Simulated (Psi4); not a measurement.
# CF+ (SMILES [C+]F) at BLYP/aug-cc-pVTZ

What is the vertical singlet–triplet gap of CF+ at BLYP/aug-cc-pVTZ? 

The results are computed with Psi4 1.11.

3 further runs of the same task are left out: 1 that didn't finish, 2 set aside as unsound or not needed.

**1. The molecule**

CF+ has 2 atoms, charge +1, and is taken as a singlet. SMILES: `[C+]F`. Geometry: relaxed at PBE0-D4/def2-TZVP.

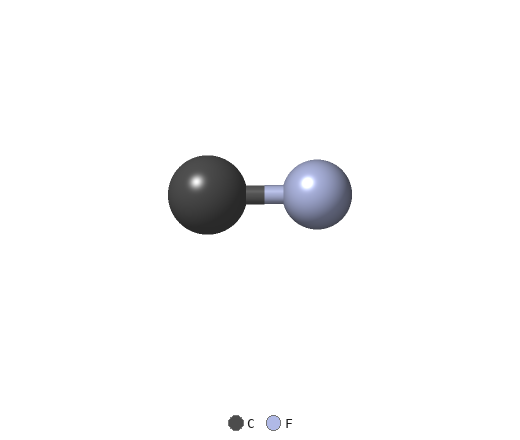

Viewed from a chosen angle; carbon dark grey, fluorine light blue.

**2. Energy and gradient at BLYP/aug-cc-pVTZ**

cf.json

```json
{
 "schema_name": "qcschema_input",
 "schema_version": 1,
 "molecule": {
  "schema_name": "qcschema_molecule",
  "schema_version": 2,
  "symbols": ["C", "F"],
  "geometry": [0.93025548, -0.30392465, 0.47842196, -0.93025548, 0.30392465, -0.47842196],
  "molecular_charge": 1,
  "molecular_multiplicity": 1,
  "fix_symmetry": "c1"
 },
 "driver": "gradient",
 "model": {
  "method": "blyp",
  "basis": "aug-cc-pVTZ"
 },
 "keywords": {
  "reference": "rks",
  "puream": true,
  "e_convergence": 1e-09,
  "d_convergence": 1e-08,
  "scf_type": "pk",
  "dft_radial_points": 99,
  "dft_spherical_points": 590,
  "scf_properties": ["WIBERG_LOWDIN_INDICES", "QUADRUPOLE", "MULLIKEN_CHARGES"]
 }
}
```

Launch:

```
$ psi4 --qcschema cf.json -n 1 --memory 2200MB
```

stdout, cut to the lines that bear on the results:

```text
[...]
  Running in c1 symmetry.
[...]
  Nuclear repulsion =   24.785948848414900
[...]
  Multiplicity = 1
[...]
  Nalpha       = 7
  Nbeta        = 7
[...]
    Number of basis functions: 92
[...]
   @RKS iter   1:  -137.47451122607271    2.00450e-01   1.35607e-03 ADIIS/DIIS
[...]
   @RKS iter   8:  -137.48274107243270   -8.19398e-11   8.56126e-09 DIIS
[...]
    Orbital Energies [Eh]
    ---------------------
    Doubly Occupied:
       1A    -24.859225     2A    -10.534599     3A     -1.713693
       4A     -1.053453     5A     -0.930999     6A     -0.930999
       7A     -0.737881
[...]
  @RKS Final Energy:  -137.48274107243270
   => Energetics <=
    Nuclear Repulsion Energy =             24.7859488484149004
    One-Electron Energy =                -231.9499307370732595
    Two-Electron Energy =                  85.0610899232495967
    DFT Exchange-Correlation Energy =     -15.3798491070239454
    Empirical Dispersion Energy =           0.0000000000000000
    VV10 Nonlocal Energy =                  0.0000000000000000
    Total Energy =                       -137.4827410724327024
[...]
 Multipole Moments:
 ------------------------------------------------------------------------------------
     Multipole            Electronic (a.u.)      Nuclear  (a.u.)        Total (a.u.)
 ------------------------------------------------------------------------------------
 L = 1.  Multiply by 2.5417464519 to convert [e a0] to [Debye]
 Dipole X            :         -0.0000000           -0.0000000           -0.0000000
 Dipole Y            :         -0.0000000           -0.0000000           -0.0000000
 Dipole Z            :         -0.0680028            0.4210233            0.3530204
 Magnitude           :                                                    0.3530204
 L = 2.  Multiply by 1.3450342976 to convert [e a0^2] to [Debye ang]
 Quadrupole XX       :         -5.7926783            0.0000000           -5.7926783
 Quadrupole XY       :         -0.0000000            0.0000000           -0.0000000
[...]
  Mulliken Charges: (a.u.)
   Center  Symbol    Alpha    Beta     Spin     Total
       1     C     2.66974  2.66974  0.00000  0.66053
       2     F     4.33026  4.33026  0.00000  0.33947
   Total alpha =  7.00000, Total beta =  7.00000, Total charge =  1.00000
  Wiberg Bond Indices using Orthogonal Lowdin Orbitals:
[...]
  -Total Gradient:
     Atom            X                  Y                   Z
    ------   -----------------  -----------------  -----------------
       1       -0.000000000000    -0.000000000000    -0.031099950043
       2       -0.000000000000     0.000000000000     0.031101610236
[...]
```

The result, in JSON:

```text
{
 "driver": "gradient",
 "model": {
  "method": "blyp",
  "basis": "aug-cc-pVTZ"
 },
 "success": true,
 "return_result": [-1.0684545923354262e-14, -5.499159117673493e-15, -0.03109995004296573, -1.0576130620043274e-13, 5.88337900841807e-14, 0.031101610236480504],
 "properties": {
  "calcinfo_nbasis": 92,
  "calcinfo_nmo": 92,
  "calcinfo_nalpha": 7,
  "calcinfo_nbeta": 7,
  "calcinfo_natom": 2,
  "nuclear_repulsion_energy": 24.7859488484149,
  "return_energy": -137.4827410724327,
  "return_gradient": [-1.0684545923354262e-14, -5.499159117673493e-15, -0.03109995004296573, -1.0576130620043274e-13, 5.88337900841807e-14, 0.031101610236480504],
  "scf_one_electron_energy": -231.94993073707326,
  "scf_two_electron_energy": 85.0610899232496,
  "scf_xc_energy": -15.379849107023945,
  "scf_dipole_moment": [-3.978608306099023e-16, -3.289972718325407e-15, 0.35302041971859266],
  "scf_total_energy": -137.4827410724327,
  "scf_total_gradient": [-1.0684545923354262e-14, -5.499159117673493e-15, -0.03109995004296573, -1.0576130620043274e-13, 5.88337900841807e-14, 0.031101610236480504],
  "scf_iterations": 8
 }
}
```

Run time: 22 s. Hardware: 1 thread of Intel Xeon at 2.50GHz (Skylake/Cascade Lake), shared host; peak memory 0.65 GiB.

**3. The triplet, same level**

cf.py

```python
import psi4

psi4.set_memory('2200 MB')
psi4.set_num_threads(1)
psi4.core.set_output_file('run.log', False)

m = psi4.geometry("""
1 3
C      0.492270    -0.160830     0.253170
F     -0.492270     0.160830    -0.253170
symmetry c1
""")

options = {'basis': 'aug-cc-pVTZ', 'reference': 'uks', 'puream': True, 'e_convergence': 1e-09, 'd_convergence': 1e-08, 'scf_type': 'pk', 'dft_radial_points': 99, 'dft_spherical_points': 590, 'maxiter': 100}
psi4.set_options(options)

e, wfn = psi4.gradient('blyp', molecule=m, return_wfn=True)
psi4.oeprop(wfn, 'MAYER_INDICES', 'MULLIKEN_CHARGES', 'DIPOLE', title='BLYP')
print('gradient / Eh bohr^-1')
print(e.np.round(6))
print(f'energy = {wfn.energy():.10f} Eh')
for k, v in sorted(psi4.core.scalar_variables().items()):
    print(f'{k:45s} {v:18.10f}')
```

Launch:

```
$ python cf.py
```

run.log, cut to the lines that bear on the results:

```text
[...]
  Running in c1 symmetry.
[...]
  Nuclear repulsion =   24.785948803402466
[...]
  Multiplicity = 3
[...]
  Nalpha       = 8
  Nbeta        = 6
[...]
    Number of basis functions: 92
[...]
   @UKS iter   1:  -137.29722304433716    3.77738e-01   1.44889e-03 DIIS/ADIIS
[...]
   @UKS iter  10:  -137.30727815422091   -7.10543e-13   3.49694e-09 DIIS
[...]
   @S^2 Observed:                2.004539906E+00
[...]
  @UKS Final Energy:  -137.30727815422091
   => Energetics <=
    Nuclear Repulsion Energy =             24.7859488034024658
    One-Electron Energy =                -232.1890605606628242
    Two-Electron Energy =                  85.5589755510801240
    DFT Exchange-Correlation Energy =     -15.4631419480406951
    Empirical Dispersion Energy =           0.0000000000000000
    VV10 Nonlocal Energy =                  0.0000000000000000
    Total Energy =                       -137.3072781542209100
[...]
  -Total Gradient:
     Atom            X                  Y                   Z
    ------   -----------------  -----------------  -----------------
       1        0.000000000000    -0.000000000000    -0.126404159408
       2        0.000000000000    -0.000000000000     0.126405826238
[...]
 Multipole Moments:
 ------------------------------------------------------------------------------------
     Multipole            Electronic (a.u.)      Nuclear  (a.u.)        Total (a.u.)
 ------------------------------------------------------------------------------------
 L = 1.  Multiply by 2.5417464519 to convert [e a0] to [Debye]
 Dipole X            :          0.0000000           -0.0000000            0.0000000
 Dipole Y            :         -0.0000000            0.0000000           -0.0000000
 Dipole Z            :          0.4731813            0.4210233            0.8942045
 Magnitude           :                                                    0.8942045
[...]
  Mulliken Charges: (a.u.)
   Center  Symbol    Alpha    Beta     Spin     Total
       1     C     3.55105  1.69279  1.85825  0.75616
       2     F     4.44895  4.30721  0.14175  0.24384
   Total alpha =  8.00000, Total beta =  6.00000, Total charge =  1.00000
  Mayer Bond Indices:
  Total Bond Index:
  Irrep: 1 Size: 2 x 2
                 1                   2
[...]
```

The script printed:

```text
gradient / Eh bohr^-1
[[ 0.       -0.       -0.126404]
 [ 0.       -0.        0.126406]]
energy = -137.3072781542 Eh
CURRENT ENERGY                                   -137.3072781542
CURRENT REFERENCE ENERGY                         -137.3072781542
DD SOLVATION ENERGY                                 0.0000000000
DFT FUNCTIONAL TOTAL ENERGY                      -137.3072781542
DFT TOTAL ENERGY                                 -137.3072781542
DFT VV10 ENERGY                                     0.0000000000
DFT XC ENERGY                                     -15.4631419480
GRID ELECTRONS ALPHA                                7.9999999695
GRID ELECTRONS BETA                                 5.9999999706
GRID ELECTRONS TOTAL                               13.9999999401
NUCLEAR REPULSION ENERGY                           24.7859488034
ONE-ELECTRON ENERGY                              -232.1890605607
PCM POLARIZATION ENERGY                             0.0000000000
PE ENERGY                                           0.0000000000
SCF ITERATION ENERGY                             -137.3072781542
SCF ITERATIONS                                     10.0000000000
SCF TOTAL ENERGY                                 -137.3072781542
TWO-ELECTRON ENERGY                                85.5589755511
XC GRID RADIAL POINTS                              99.0000000000
XC GRID SPHERICAL POINTS                          590.0000000000
XC GRID TOTAL POINTS                           115216.0000000000
```

Wall time 30 s (1 thread of Intel Xeon at 2.50GHz (Skylake/Cascade Lake), shared host); peak memory 0.65 GiB.

**4. Outcome**

Level: BLYP/aug-cc-pVTZ.

| quantity | value |
| --- | --- |
| singlet: total energy | -137.48274 Eh |
| singlet: HOMO energy | -20.08 eV |
| singlet: LUMO energy | -13.86 eV |
| singlet: HOMO–LUMO gap | 6.22 eV |
| singlet: largest force on an atom | 1.599 eV/Å |
| triplet: total energy | -137.30728 Eh |
| triplet: HOMO energy (highest over α and β) | -14.91 eV |
| triplet: ⟨S²⟩ | 2.005 |
| triplet: largest force on an atom | 6.500 eV/Å |
| vertical energy of the triplet above the singlet | 4.775 eV |

In words: At this shape the triplet lies 4.77 eV (110 kcal/mol) above the singlet. The largest force (singlet) is 1.60 eV/Å: the shape isn't a stationary point for this species at this level.
